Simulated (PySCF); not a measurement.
Run report: InH$_{2}$Cl, single-point calculation

System: InH$_{2}$Cl.
Method: RPA (PBE)/STO-3G, RKS (PySCF 2.14.0).

A bond length was changed on purpose from its optimised value.

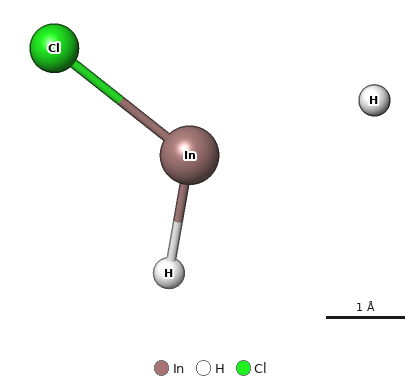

**Figure 1.** The input geometry (ball-and-stick view, seen at a tilt). Sticks mark near contacts.

## Key numbers

```csv
quantity,value
outcome,converged
total energy,−6138.658666 hartree
SCF energy,−6140.388715 hartree
correlation energy,−0.130284 hartree
basis functions,38
HOMO of the SCF reference,−3.27 eV
LUMO of the SCF reference,0.32 eV
hardware,"1 thread of Intel Xeon @ 2.90GHz (Ice Lake), 16 GiB of memory available, shared host"
wall time,6 s
peak memory,0.27 GiB
```

The record of the run, not the program, notes: no relativistic term for heavy atoms.

## The input (job.py)
```python
from pyscf import gto, dft
from pyscf.gw.rpa import RPA

system = gto.Mole()
system.atom = 'geometry.xyz'
system.spin = 0
system.charge = 0
system.basis = 'sto-3g'
system.verbose = 4
system.max_memory = 1860
system.build()

myscf = dft.RKS(system, xc='pbe')
myscf.grids.level = 5
myscf.conv_tol = 1e-10
myscf.kernel()
if not myscf.converged:
    myscf = myscf.newton().run(myscf.mo_coeff, myscf.mo_occ)

rpa = RPA(myscf, frozen=23)
rpa.kernel()
e_exx = myscf.to_hf().energy_tot(myscf.make_rdm1())
etot = e_exx + rpa.e_corr
print(f'total energy: {etot:.8f} hartree')
```

## File geometry.xyz
```
4

In     0.482872    -0.632496     0.009380
H      2.195672    -0.648966     0.021120
H     -0.755080     1.618480    -0.019870
Cl    -0.685478    -2.588066     0.018620
```

Launched with:
```bash
OMP_NUM_THREADS=1 python job.py
```

## The program's output
```
PySCF version 2.14.0

[INPUT] num. atoms = 4
[INPUT] num. electrons = 68
[INPUT] charge = 0
[INPUT] spin (= nelec alpha-beta = 2S) = 0
[INPUT] symmetry False subgroup None
[INPUT] Mole.unit = angstrom
[INPUT] Symbol           X                Y                Z      unit          X                Y                Z       unit  Magmom
[INPUT]  1 In     0.482872000000  -0.632496000000   0.009380000000 AA    0.912495833221  -1.195244214883   0.017725631048 Bohr   0.0
[INPUT]  2 H      2.195672000000  -0.648966000000   0.021120000000 AA    4.149218739376  -1.226368004154   0.039911015751 Bohr   0.0
[INPUT]  3 H     -0.755080000000   1.618480000000  -0.019870000000 AA   -1.426894402137   3.058483938086  -0.037548858095 Bohr   0.0
[INPUT]  4 Cl    -0.685478000000  -2.588066000000   0.018620000000 AA   -1.295365684415  -4.890735932299   0.035186700439 Bohr   0.0

nuclear repulsion = 223.604628251612
number of shells = 18
number of NR pGTOs = 114
number of NR cGTOs = 38
basis = sto-3g
ecp = {}

******** <class 'pyscf.dft.rks.RKS'> ********
method = RKS
initial guess = minao
damping factor = 0
level_shift factor = 0
DIIS = <class 'pyscf.scf.diis.CDIIS'>
diis_start_cycle = 1
diis_space = 8
diis_damp = 0
SCF conv_tol = 1e-10
SCF conv_tol_grad = None
SCF max_cycles = 50
direct_scf = True
direct_scf_tol = 1e-13
XC library pyscf.dft.libxc version 7.0.0
    S. Lehtola, C. Steigemann, M. J.T. Oliveira, and M. A.L. Marques.,  SoftwareX 7, 1–5 (2018)
XC functionals = pbe
    J. P. Perdew, K. Burke, and M. Ernzerhof.,  Phys. Rev. Lett. 77, 3865 (1996)
    J. P. Perdew, K. Burke, and M. Ernzerhof.,  Phys. Rev. Lett. 78, 1396 (1997)
    J. P. Perdew, K. Burke, and M. Ernzerhof.,  Phys. Rev. Lett. 77, 3865 (1996)
    J. P. Perdew, K. Burke, and M. Ernzerhof.,  Phys. Rev. Lett. 78, 1396 (1997)
radial grids:
    Treutler-Ahlrichs [JCP 102, 346 (1995); DOI:10.1063/1.469408] (M4) radial grids

becke partition: Becke, JCP 88, 2547 (1988); DOI:10.1063/1.454033
pruning grids: <function nwchem_prune>
grids dens level: 5
symmetrized grids: False
atomic radii adjust function: <function treutler_atomic_radii_adjust>
small_rho_cutoff = 0
Set gradient conv threshold to 1e-05
Initial guess from minao.
tot grids = 137456
init E= -6125.30994115932
  HOMO = -0.491722665619177  LUMO = -0.380211784500583  gap/eV = 3.03437
cycle= 1 E= -6140.22375413619  delta_E= -14.9  |g|= 0.455  |ddm|= 2.31
  HOMO = 0.0100612083820509  LUMO = 0.0547063864218073  gap/eV = 1.21486
cycle= 2 E= -6139.93366876837  delta_E= 0.29  |g|= 0.716  |ddm|= 3.12
  HOMO = -0.131492024629195  LUMO = 0.00818650227188189  gap/eV = 3.80085
cycle= 3 E= -6140.38260413957  delta_E= -0.449  |g|= 0.0936  |ddm|= 2.35
  HOMO = -0.108073063474245  LUMO = 0.00988660746129377  gap/eV = 3.20985
cycle= 4 E= -6140.37355878491  delta_E= 0.00905  |g|= 0.138  |ddm|= 0.619
  HOMO = -0.118855778532486  LUMO = 0.0111162239065686  gap/eV = 3.53672
cycle= 5 E= -6140.38831502043  delta_E= -0.0148  |g|= 0.0228  |ddm|= 0.332
  HOMO = -0.119546387334579  LUMO = 0.0111854096362847  gap/eV = 3.55739
cycle= 6 E= -6140.38859102028  delta_E= -0.000276  |g|= 0.0128  |ddm|= 0.0459
  HOMO = -0.120062995407236  LUMO = 0.0117585207826001  gap/eV = 3.58705
cycle= 7 E= -6140.38871270264  delta_E= -0.000122  |g|= 0.00163  |ddm|= 0.0304
  HOMO = -0.120081923755742  LUMO = 0.0117344964169813  gap/eV = 3.58691
cycle= 8 E= -6140.38871440928  delta_E= -1.71e-06  |g|= 0.000755  |ddm|= 0.00379
  HOMO = -0.120108733541679  LUMO = 0.0117962970341402  gap/eV = 3.58932
cycle= 9 E= -6140.38871483325  delta_E= -4.24e-07  |g|= 2.62e-05  |ddm|= 0.00205
  HOMO = -0.120106361332918  LUMO = 0.0117950317908683  gap/eV = 3.58922
cycle= 10 E= -6140.38871483378  delta_E= -5.29e-10  |g|= 3.61e-07  |ddm|= 7.06e-05
  HOMO = -0.120106322433375  LUMO = 0.0117950666313673  gap/eV = 3.58922
cycle= 11 E= -6140.38871483377  delta_E= 7.28e-12  |g|= 8e-08  |ddm|= 1.17e-06
  HOMO = -0.120106314550851  LUMO = 0.0117950473296152  gap/eV = 3.58922
```

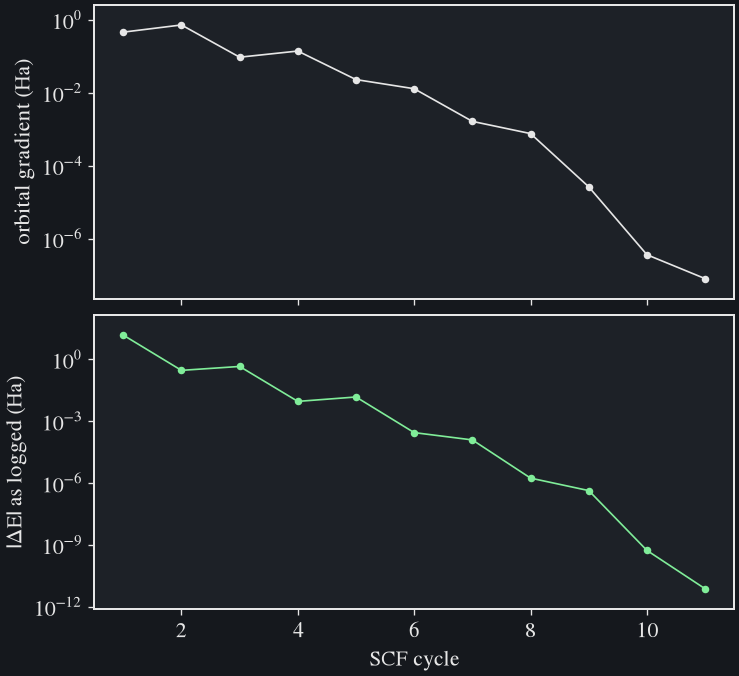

**Figure 2.** Convergence of the self-consistent field: orbital gradient and size of the energy change against the SCF cycle. The residual falls almost steadily, with no more than small rises.

```
Extra cycle  E= -6140.38871483377  delta_E= 7.28e-12  |g|= 2.28e-07  |ddm|= 8.02e-07
converged SCF energy = -6140.38871483377
ETB for Cl: l = 0, exps = 0.465048282 * 2^n , n = 0..11
ETB for Cl: l = 1, exps = 0.465048282 * 2^n , n = 0..9
ETB for Cl: l = 2, exps = 0.465048282 * 2^n , n = 0..7
ETB for H: l = 0, exps = 0.3377108 * 2^n , n = 0..4
ETB for In: l = 0, exps = 0.2696712528 * 2^n , n = 0..15
ETB for In: l = 1, exps = 0.2696712528 * 2^n , n = 0..13
ETB for In: l = 2, exps = 0.2696712528 * 2^n , n = 0..11
ETB for In: l = 3, exps = 0.6831828197403106 * 2^n , n = 0..8
ETB for In: l = 4, exps = 1.7307694474 * 2^n , n = 0..6

WARN: Even tempered Gaussians are generated as DF auxbasis for  In

******** <class 'pyscf.gw.rpa.RPA'> ********
method = RPA
nocc = 11  nmo = 15
frozen orbitals = 23
mem_avail = 1687.72  mem_blk = 0.01  auxlen = 334

******** <class 'pyscf.df.df.DF'> ********
auxbasis = auxmol.basis = {'Cl': 'def2-svp-ri', 'H': 'def2-svp-ri', 'In': [[0, [np.float64(8836.5876117504), 1]], [0, [np.float64(4418.2938058752), 1]], [0, [np.float64(2209.1469029376), 1]], [0, [np.float64(1104.5734514688), 1]], [0, [np.float64(552.2867257344), 1]], [0, [np.float64(276.1433628672), 1]], [0, [np.float64(138.0716814336), 1]], [0, [np.float64(69.0358407168), 1]], [0, [np.float64(34.5179203584), 1]], [0, [np.float64(17.2589601792), 1]], [0, [np.float64(8.6294800896), 1]], [0, [np.float64(4.3147400448), 1]], [0, [np.float64(2.1573700224), 1]], [0, [np.float64(1.0786850112), 1]], [0, [np.float64(0.5393425056), 1]], [0, [np.float64(0.2696712528), 1]], [1, [np.float64(2209.1469029376), 1]], [1, [np.float64(1104.5734514688), 1]], [1, [np.float64(552.2867257344), 1]], [1, [np.float64(276.1433628672), 1]], [1, [np.float64(138.0716814336), 1]], [1, [np.float64(69.0358407168), 1]], [1, [np.float64(34.5179203584), 1]], [1, [np.float64(17.2589601792), 1]], [1, [np.float64(8.6294800896), 1]], [1, [np.float64(4.3147400448), 1]], [1, [np.float64(2.1573700224), 1]], [1, [np.float64(1.0786850112), 1]], [1, [np.float64(0.5393425056), 1]], [1, [np.float64(0.2696712528), 1]], [2, [np.float64(552.2867257344), 1]], [2, [np.float64(276.1433628672), 1]], [2, [np.float64(138.0716814336), 1]], [2, [np.float64(69.0358407168), 1]], [2, [np.float64(34.5179203584), 1]], [2, [np.float64(17.2589601792), 1]], [2, [np.float64(8.6294800896), 1]], [2, [np.float64(4.3147400448), 1]], [2, [np.float64(2.1573700224), 1]], [2, [np.float64(1.0786850112), 1]], [2, [np.float64(0.5393425056), 1]], [2, [np.float64(0.2696712528), 1]], [3, [np.float64(174.8948018535195), 1]], [3, [np.float64(87.44740092675976), 1]], [3, [np.float64(43.72370046337988), 1]], [3, [np.float64(21.86185023168994), 1]], [3, [np.float64(10.93092511584497), 1]], [3, [np.float64(5.465462557922485), 1]], [3, [np.float64(2.7327312789612423), 1]], [3, [np.float64(1.3663656394806212), 1]], [3, [np.float64(0.6831828197403106), 1]], [4, [np.float64(110.7692446336), 1]], [4, [np.float64(55.3846223168), 1]], [4, [np.float64(27.6923111584), 1]], [4, [np.float64(13.8461555792), 1]], [4, [np.float64(6.9230777896), 1]], [4, [np.float64(3.4615388948), 1]], [4, [np.float64(1.7307694474), 1]]]}
Lowest orbital energy difference:  1.3190e-01
E(RPA) = -6138.47050632799  E_corr = -0.130283792600068  E_hf = -6138.34022253539
total energy: -6138.65866552 hartree
```

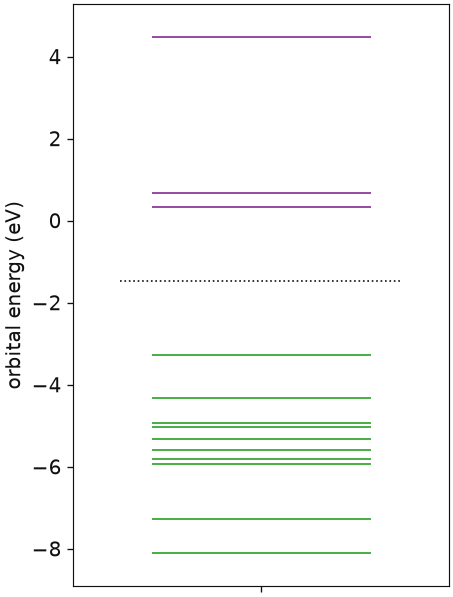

**Figure 3.** Orbital energies near the frontier (SCF reference); the dotted line parts filled from empty levels, and levels within 0.02 eV of each other stand side by side. Highest filled −3.27 eV, lowest empty 0.32 eV, 3.59 eV apart.
